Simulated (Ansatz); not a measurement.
**Geometry relaxation, with input and output: WH$_{6}$Cl$_{2}$O**

WH$_{6}$Cl$_{2}$O, computed with RKS PBE0/def2-SVP (Ansatz 0.2.0).

It belongs to a series of runs on one base structure; here: end point A relaxed. Figures and captions count atoms from 1; the log counts them from 0 in places.

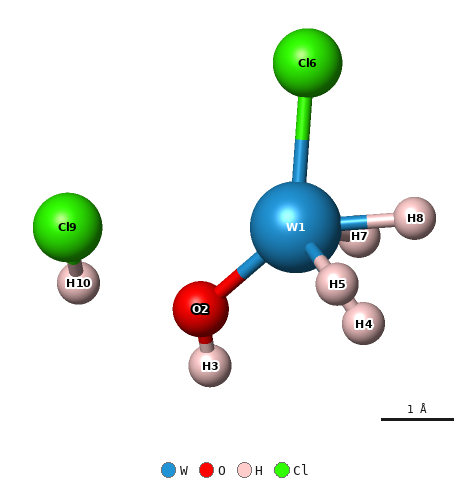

Fig. 1: The input geometry (ball-and-stick view, seen at a tilt; atoms are numbered from 1 in the order of the input). Sticks mark near contacts.

Input file
```yaml
crystal:
  periodic: [false, false, false]
  atoms:
    - { symbol: W, position_ang: [-0.494091, -0.008197, 0.076622] }
    - { symbol: O, position_ang: [-0.309842, -0.016311, 1.987852] }
    - { symbol: H, position_ang: [0.415036, -0.362884, 2.521406] }
    - { symbol: H, position_ang: [1.148771, -0.247512, 0.179869] }
    - { symbol: H, position_ang: [0.473218, 1.242034, -0.49881] }
    - { symbol: Cl, position_ang: [-2.277782, -0.537524, -1.268494] }
    - { symbol: H, position_ang: [0.125554, -1.542772, 0.052757] }
    - { symbol: H, position_ang: [0.35058, -0.485523, -1.273769] }
    - { symbol: Cl, position_ang: [-2.328588, 2.543392, 1.797711] }
    - { symbol: H, position_ang: [-1.597157, 1.694996, 2.526356] }
basis:
  gaussian: { orbitals: def2-SVP }
hamiltonian:
  xc: pbe0
relax:
  f_tol: 0.03
  max_steps: 50
output:
  orbitals: {}
```

Run on 2 threads of Arm Neoverse V1, 24 GiB of memory available, shared host.

Launched with:
```bash
ansatz run input.yaml --threads 2 --pin off --max-ram 3072MiB --backend cpu --events-out ev --progress --plain --runs-dir out
```

What the program printed
```
The last accepted step is kept in [file] (removed where the run ends without a failure and the disk answers)
Engine: ansatz 0.2.0, aarch64-unknown-linux-gnu
Functional definition: PBE0
  parameter a = 0.25
  parameter kappa = 0.804
  parameter beta = 0.06672455060314922
  exchange = (1 - a)*pbe_x(kappa = kappa, mu = beta*pi^2/3) + a*exact_x
  correlation = pbe_c(beta = beta)
1166 factors; integrals over basis functions are off by at most 5.2e-4 eV
mean field evaluation 1: about -28991.7166 eV, gradient 4.7e1 eV
mean field evaluation 2: about -28969.5696 eV, gradient 1.2e2 eV
mean field evaluation 4: about -28995.9058 eV, gradient 6.2e0 eV
mean field evaluation 8: about -28996.0568 eV, gradient 6.3e-1 eV
mean field evaluation 16: about -28996.0579 eV, gradient 9.8e-5 eV
mean field -28996.05786000 eV, -1065.5854721212 hartree, gradient 3.3e-5 eV, S^2 0.000000; 0 other end points of the search recorded, 0 dependent functions left out
the calculation of the forces begins
reference -28996.05790697 eV, -1065.5854738473 hartree; 31, 31 occupied and 81, 81 virtual orbitals, 1166 factors
relax step   1: F+E_penalty+E_count = -28996.05786000 eV  Δ(F+E_penalty+E_count) = +0.000e0 eV  max|allowed force component| = 8.970e-1 eV/Å  Δτ_max = 0.0000 Å  (31 SCF iters, accepted)
these checks for a lower state are left out or cut short: starts, cluster_reference, orbital_swaps, neighbouring_geometries, increment
1166 factors; integrals over basis functions are off by at most 5.6e-4 eV
mean field -28996.13446482 eV, -1065.5882872962 hartree, gradient 2.1e-5 eV, S^2 0.000000; 0 other end points of the search recorded, 0 dependent functions left out
the calculation of the forces begins
reference -28996.13451173 eV, -1065.5882890203 hartree; 31, 31 occupied and 81, 81 virtual orbitals, 1166 factors
relax step   2: F+E_penalty+E_count = -28996.13446482 eV  Δ(F+E_penalty+E_count) = -7.660e-2 eV  max|allowed force component| = 4.652e-1 eV/Å  Δτ_max = 0.1970 Å  (34 SCF iters, accepted)
these checks for a lower state are left out or cut short: starts, cluster_reference, orbital_swaps, neighbouring_geometries, increment
1166 factors; integrals over basis functions are off by at most 5.4e-4 eV
mean field evaluation 32: about -28996.1930 eV, gradient 1.8e-5 eV
mean field -28996.19301113 eV, -1065.5904388335 hartree, gradient 1.9e-5 eV, S^2 0.000000; 0 other end points of the search recorded, 0 dependent functions left out
the calculation of the forces begins
reference -28996.19305809 eV, -1065.5904405594 hartree; 31, 31 occupied and 81, 81 virtual orbitals, 1166 factors
relax step   3: F+E_penalty+E_count = -28996.19301113 eV  Δ(F+E_penalty+E_count) = -5.855e-2 eV  max|allowed force component| = 6.012e-1 eV/Å  Δτ_max = 0.1951 Å  (34 SCF iters, accepted)
these checks for a lower state are left out or cut short: starts, cluster_reference, orbital_swaps, neighbouring_geometries, increment
1166 factors; integrals over basis functions are off by at most 6.2e-4 eV
mean field -28996.22486992 eV, -1065.5916096225 hartree, gradient 1.7e-5 eV, S^2 0.000000; 0 other end points of the search recorded, 0 dependent functions left out
the calculation of the forces begins
reference -28996.22491726 eV, -1065.5916113621 hartree; 31, 31 occupied and 81, 81 virtual orbitals, 1166 factors
relax step   4: F+E_penalty+E_count = -28996.22486992 eV  Δ(F+E_penalty+E_count) = -3.186e-2 eV  max|allowed force component| = 5.916e-1 eV/Å  Δτ_max = 0.1951 Å  (33 SCF iters, accepted)
these checks for a lower state are left out or cut short: starts, cluster_reference, orbital_swaps, neighbouring_geometries, increment
1167 factors; integrals over basis functions are off by at most 5.5e-4 eV
mean field -28996.22120604 eV, -1065.5914749774 hartree, gradient 2.0e-5 eV, S^2 0.000000; 0 other end points of the search recorded, 0 dependent functions left out
the calculation of the forces begins
reference -28996.22125323 eV, -1065.5914767116 hartree; 31, 31 occupied and 81, 81 virtual orbitals, 1167 factors
relax step   5: F+E_penalty+E_count = -28996.22120604 eV  Δ(F+E_penalty+E_count) = +3.664e-3 eV  max|allowed force component| = 4.279e-1 eV/Å  Δτ_max = 0.0414 Å  (35 SCF iters, rejected (line search))
these checks for a lower state are left out or cut short: starts, cluster_reference, orbital_swaps, neighbouring_geometries, increment
1166 factors; integrals over basis functions are off by at most 5.8e-4 eV
mean field -28996.23247236 eV, -1065.5918890070 hartree, gradient 2.3e-5 eV, S^2 0.000000; 0 other end points of the search recorded, 0 dependent functions left out
the calculation of the forces begins
reference -28996.23251966 eV, -1065.5918907451 hartree; 31, 31 occupied and 81, 81 virtual orbitals, 1166 factors
relax step   6: F+E_penalty+E_count = -28996.23247236 eV  Δ(F+E_penalty+E_count) = -7.602e-3 eV  max|allowed force component| = 9.665e-2 eV/Å  Δτ_max = 0.0201 Å  (34 SCF iters, accepted)
these checks for a lower state are left out or cut short: starts, cluster_reference, orbital_swaps, neighbouring_geometries, increment
1166 factors; integrals over basis functions are off by at most 6.0e-4 eV
mean field -28996.23221009 eV, -1065.5918793688 hartree, gradient 1.8e-5 eV, S^2 0.000000; 0 other end points of the search recorded, 0 dependent functions left out
the calculation of the forces begins
reference -28996.23225735 eV, -1065.5918811056 hartree; 31, 31 occupied and 81, 81 virtual orbitals, 1166 factors
relax step   7: F+E_penalty+E_count = -28996.23221009 eV  Δ(F+E_penalty+E_count) = +2.623e-4 eV  max|allowed force component| = 1.390e-1 eV/Å  Δτ_max = 0.0265 Å  (35 SCF iters, rejected (line search))
these checks for a lower state are left out or cut short: starts, cluster_reference, orbital_swaps, neighbouring_geometries, increment
1166 factors; integrals over basis functions are off by at most 5.9e-4 eV
mean field evaluation 64: about -28996.2332 eV, gradient 2.2e-1 eV
mean field -28996.23334804 eV, -1065.5919211877 hartree, gradient 2.0e-5 eV, S^2 0.000000; 0 other end points of the search recorded, 0 dependent functions left out
the calculation of the forces begins
reference -28996.23339532 eV, -1065.5919229253 hartree; 31, 31 occupied and 81, 81 virtual orbitals, 1166 factors
relax step   8: F+E_penalty+E_count = -28996.23334804 eV  Δ(F+E_penalty+E_count) = -8.757e-4 eV  max|allowed force component| = 2.256e-2 eV/Å  Δτ_max = 0.0126 Å  (36 SCF iters, accepted)
```

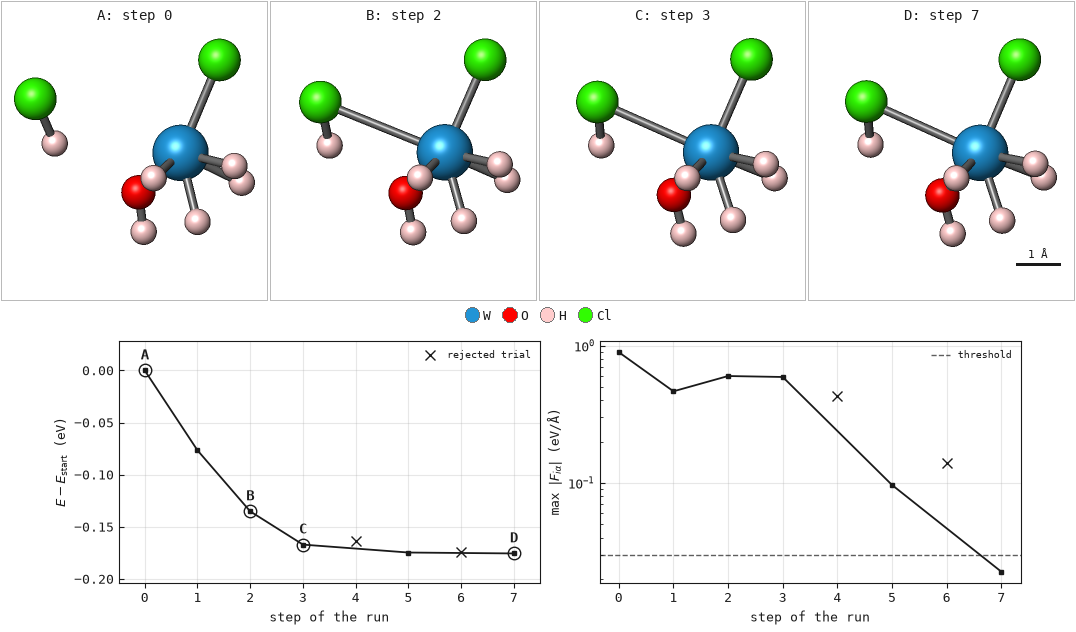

Fig. 2: Frames of the relaxation (ball-and-stick view, seen at a tilt) above the curves, on which the letters mark them (the first geometry is step 0 here and step 1 in the log).

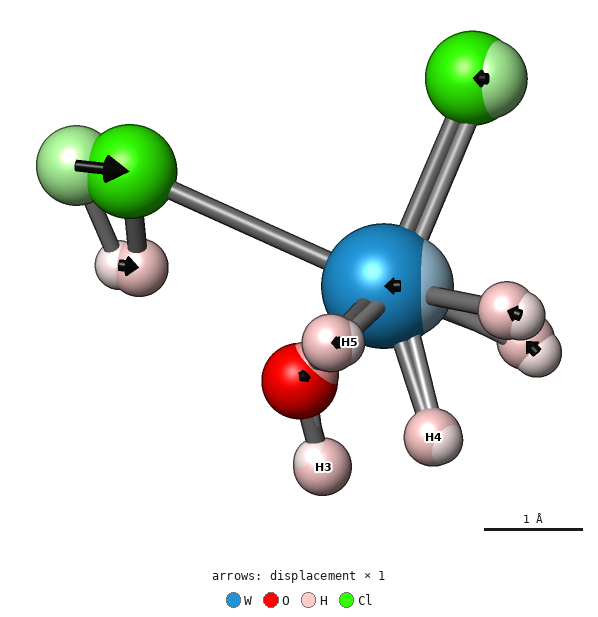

Fig. 3: Start (faint) and end (solid) with the displacements as black arrows, at true length (ball-and-stick view, seen at a tilt). The two geometries are laid on each other by the best rigid fit. The largest move after the best rigid fit is that of Cl9, 0.58 Å. Largest moves by element: Cl 0.58 Å, H 0.21 Å, W 0.17 Å, O 0.10 Å. Among the contacts that change: W1–Cl9 3.583 → 2.876 Å, Cl9–H10 1.336 → 1.306 Å, W1–Cl6 2.296 → 2.307 Å, W1–O2 1.920 → 1.916 Å. Among the angles that change: Cl6–W1–H7 93.9° → 88.6°, H4–W1–Cl6 140.4° → 137.0°, O2–W1–H5 106.8° → 109.4°. The energy falls by 0.175 eV in 7 geometry steps. Largest force component: 0.9 eV/Å at the start, 0.023 eV/Å at the end. The line search rejected the trial steps at points 4, 6 (counted from 0) and went back. (Atoms are counted from 1 in the order of the input.)

```
1166 factors; integrals over basis functions are off by at most 5.9e-4 eV
mean field -28996.23334804 eV, -1065.5919211877 hartree, gradient 2.0e-5 eV, S^2 0.000000; 1 other end points of the search recorded, 0 dependent functions left out
the calculation of the forces begins
reference -28996.23339532 eV, -1065.5919229253 hartree; 31, 31 occupied and 81, 81 virtual orbitals, 1166 factors
Total energy: -28996.23339532 eV, -1065.5919229253 hartree
Atom 0 at    -0.523855     0.125494     0.175874 Å, force     0.002481     0.011068     0.019842 eV/Å
Atom 1 at    -0.265378     0.023065     2.071182 Å, force    -0.005118     0.006096     0.013611 eV/Å
Atom 2 at     0.452729    -0.417412     2.537563 Å, force     0.009705    -0.008014    -0.017195 eV/Å
Atom 3 at     1.099377    -0.223204     0.231945 Å, force     0.002170    -0.003265     0.000493 eV/Å
Atom 4 at     0.468888     1.332178    -0.459158 Å, force     0.003716    -0.000232    -0.003030 eV/Å
Atom 5 at    -2.328293    -0.447072    -1.142301 Å, force    -0.013506    -0.006330    -0.012582 eV/Å
Atom 6 at    -0.009661    -1.451354     0.086885 Å, force    -0.000015     0.002455     0.000512 eV/Å
Atom 7 at     0.271506    -0.385093    -1.189588 Å, force     0.007044    -0.004619    -0.000236 eV/Å
Atom 8 at    -2.133632     2.168057     1.404646 Å, force     0.009180    -0.008442     0.021149 eV/Å
Atom 9 at    -1.525982     1.555040     2.384452 Å, force    -0.015657     0.011283    -0.022563 eV/Å
Dipole moment:     0.096870     0.189536     0.781989 e Å
```

Trajectory as extended XYZ (Å, eV, eV/Å), 8 frames, from step=1 to step=8
```
10
Properties=species:S:1:pos:R:3:forces:R:3 step=1 energy=-28996.05786
W    -0.4941   -0.0082    0.0766   -0.0198   0.1553   0.7127
O    -0.3098   -0.0163    1.9879   -0.0852   0.0553  -0.5466
H     0.4150   -0.3629    2.5214   -0.0164   0.0156  -0.0277
H     1.1488   -0.2475    0.1799    0.0010  -0.0055   0.0076
H     0.4732    1.2420   -0.4988    0.0125  -0.0059  -0.0169
Cl   -2.2778   -0.5375   -1.2685   -0.0009  -0.0012  -0.0048
H     0.1256   -1.5428    0.0528   -0.0133  -0.0032  -0.0045
H     0.3506   -0.4855   -1.2738   -0.0156   0.0076  -0.0031
Cl   -2.3286    2.5434    1.7977    0.7401  -0.8970   0.5352
H    -1.5972    1.6950    2.5264   -0.6024   0.6790  -0.6519
10
Properties=species:S:1:pos:R:3:forces:R:3 step=2 energy=-28996.13446
W    -0.5130    0.0278    0.1048    0.0734   0.1544  -0.0802
O    -0.3228    0.0149    1.9943    0.1148  -0.0625   0.1526
H     0.4007   -0.3455    2.5203   -0.0221   0.0007  -0.0131
H     1.1295   -0.2333    0.1971   -0.0478   0.0115   0.0426
H     0.4714    1.2547   -0.4931   -0.0268   0.0345   0.0112
Cl   -2.2861   -0.5159   -1.2504   -0.0591  -0.0076  -0.0071
H     0.0997   -1.5128    0.0669   -0.0796   0.0087   0.0350
H     0.3237   -0.4619   -1.2499   -0.0263   0.0174   0.0338
Cl   -2.2362    2.4079    1.6886    0.3676  -0.4652   0.2647
H    -1.5613    1.6438    2.5229   -0.2941   0.3082  -0.4395
10
Properties=species:S:1:pos:R:3:forces:R:3 step=3 energy=-28996.19301
W    -0.5272    0.0740    0.1419    0.0657   0.0752  -0.4720
O    -0.3005    0.0168    2.0175    0.1423  -0.0579   0.6012
H     0.4258   -0.3706    2.5202   -0.0475  -0.0029  -0.0431
H     1.1109   -0.2136    0.2283   -0.0643  -0.0057  -0.0194
H     0.4562    1.2944   -0.4718    0.0113   0.0292   0.0034
Cl   -2.2991   -0.4840   -1.2161   -0.0818  -0.0086   0.0107
H     0.0428   -1.4852    0.0932   -0.0383   0.0367  -0.0083
H     0.2931   -0.4289   -1.2197   -0.0221   0.0414   0.0796
Cl   -2.1694    2.2859    1.5519    0.1619  -0.2269   0.0655
H    -1.5269    1.5908    2.4562   -0.1272   0.1194  -0.2176
10
Properties=species:S:1:pos:R:3:forces:R:3 step=4 energy=-28996.22487
W    -0.5390    0.1205    0.1835    0.2705  -0.1079  -0.5916
O    -0.2735    0.0145    2.0614    0.1196  -0.0310   0.5282
H     0.4502   -0.4109    2.5370   -0.0712   0.0195  -0.0817
H     1.0895   -0.2150    0.2214   -0.0521   0.0277   0.0817
H     0.4571    1.3238   -0.4496   -0.0295   0.0495   0.0210
Cl   -2.3279   -0.4526   -1.1621   -0.0229   0.0035   0.0302
H     0.0058   -1.4474    0.0928   -0.0695  -0.0092   0.0151
H     0.2739   -0.3829   -1.1779   -0.0918   0.0233  -0.0015
Cl   -2.1202    2.1689    1.4037    0.0292  -0.0452   0.1277
H    -1.5103    1.5609    2.3912   -0.0822   0.0698  -0.1290
10
Properties=species:S:1:pos:R:3:forces:R:3 step=5 energy=-28996.22121 accepted=F
W    -0.5152    0.1242    0.1791   -0.4279   0.1067   0.0618
O    -0.2538    0.0233    2.0708    0.0113  -0.0594   0.1083
H     0.4531   -0.4292    2.5449   -0.0102   0.0360  -0.0511
H     1.1084   -0.2122    0.2582    0.0386  -0.0738  -0.1653
H     0.4571    1.3545   -0.4427    0.0797  -0.0658  -0.0430
Cl   -2.3247   -0.4443   -1.1424    0.0359   0.0084   0.0372
H    -0.0261   -1.4619    0.0914    0.1123   0.0360  -0.0330
H     0.2452   -0.3814   -1.2075    0.1883  -0.0288   0.0562
Cl   -2.1315    2.1458    1.3784    0.0673  -0.0308   0.1521
H    -1.5068    1.5609    2.3713   -0.0952   0.0714  -0.1232
10
Properties=species:S:1:pos:R:3:forces:R:3 step=6 energy=-28996.23247
W    -0.5262    0.1189    0.1766   -0.0144   0.0235  -0.0604
O    -0.2648    0.0173    2.0681   -0.0020   0.0057   0.0967
H     0.4547   -0.4153    2.5407   -0.0063  -0.0024  -0.0374
H     1.0991   -0.2189    0.2308    0.0021  -0.0074  -0.0047
H     0.4612    1.3344   -0.4497    0.0094  -0.0117  -0.0069
Cl   -2.3319   -0.4479   -1.1467    0.0151  -0.0041   0.0119
H    -0.0031   -1.4556    0.0892   -0.0014   0.0057  -0.0085
H     0.2703   -0.3848   -1.1918    0.0006  -0.0006   0.0069
Cl   -2.1274    2.1787    1.4022    0.0530  -0.0702   0.0921
H    -1.5263    1.5530    2.3821   -0.0561   0.0616  -0.0897
10
Properties=species:S:1:pos:R:3:forces:R:3 step=7 energy=-28996.23221 accepted=F
W    -0.5230    0.1297    0.1762    0.1207   0.0402   0.0205
O    -0.2638    0.0288    2.0707   -0.0198   0.0073   0.0446
H     0.4535   -0.4147    2.5347    0.0181  -0.0086  -0.0008
H     1.0995   -0.2213    0.2320    0.0058  -0.0206   0.0119
H     0.4765    1.3251   -0.4693   -0.0124   0.0173   0.0019
Cl   -2.3181   -0.4457   -1.1375   -0.1390  -0.0329  -0.0901
H    -0.0204   -1.4502    0.0860    0.0137   0.0038   0.0135
H     0.2719   -0.3875   -1.1863    0.0044  -0.0016  -0.0033
Cl   -2.1391    2.1735    1.4147   -0.0066   0.0051  -0.0295
H    -1.5313    1.5419    2.3803    0.0150  -0.0101   0.0314
10
Properties=species:S:1:pos:R:3:forces:R:3 step=8 energy=-28996.23335
W    -0.5239    0.1255    0.1759    0.0025   0.0111   0.0198
O    -0.2654    0.0231    2.0712   -0.0051   0.0061   0.0136
H     0.4527   -0.4174    2.5376    0.0097  -0.0080  -0.0172
H     1.0994   -0.2232    0.2319    0.0022  -0.0033   0.0005
H     0.4689    1.3322   -0.4592    0.0037  -0.0002  -0.0030
Cl   -2.3283   -0.4471   -1.1423   -0.0135  -0.0063  -0.0126
H    -0.0097   -1.4514    0.0869    0.0000   0.0025   0.0005
H     0.2715   -0.3851   -1.1896    0.0070  -0.0046  -0.0002
Cl   -2.1336    2.1681    1.4046    0.0092  -0.0084   0.0211
H    -1.5260    1.5550    2.3845   -0.0157   0.0113  -0.0226
```

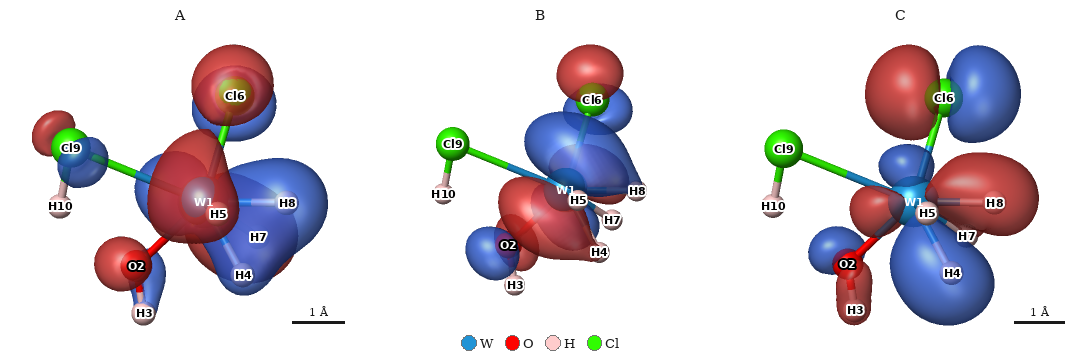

Fig. 4: Three frontier orbitals at ±0.1 Å⁻³ᐟ² (blue and red are the two phases). A is the HOMO−1 (−8.42 eV). It lies mainly on W1 (45 %), H7 (15 %), Cl6 (15 %) and H8 (10 %). C is the HOMO (−7.57 eV). It lies mainly on Cl6 (35 %), W1 (30 %), H4 (15 %) and H8 (10 %). B is the LUMO (−2.56 eV). By Hirshfeld shares it lies mainly on W1 (65 %), Cl6 (10 %) and O2 (10 %). The HOMO–LUMO gap is 5.01 eV between the orbital energies.

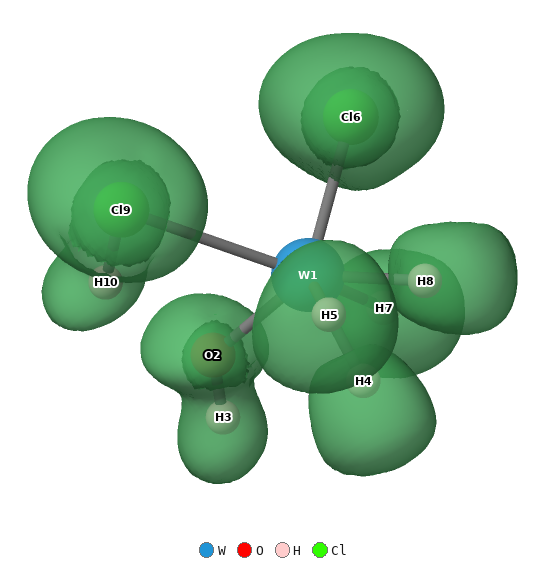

Fig. 5: Isosurface of the electron localisation function at 0.75 (green), seen at a tilt. Only the valence region is drawn (cores and ρ < 0.01 e/Å³ removed). Values along the shortest contacts: W–O (1.92 Å): the ELF peaks at about 0.85 in the valence shell of O, 0.6 Å from its nucleus, and drops to about 0.25 between the two atoms. W–Cl (2.31 Å): the ELF peaks at about 0.85 in the valence shell of Cl, 0.8 Å from its nucleus, and is about 0.35 at the midpoint.

Summary

```csv
quantity,value
outcome,converged
total energy,−28996.2334 eV
mean-field energy,−28996.2334 eV
largest force (length of the vector) at the end,0.030 eV/Å
wall time,35 s (CPU time 69 s)
peak memory,0.27 GiB
```
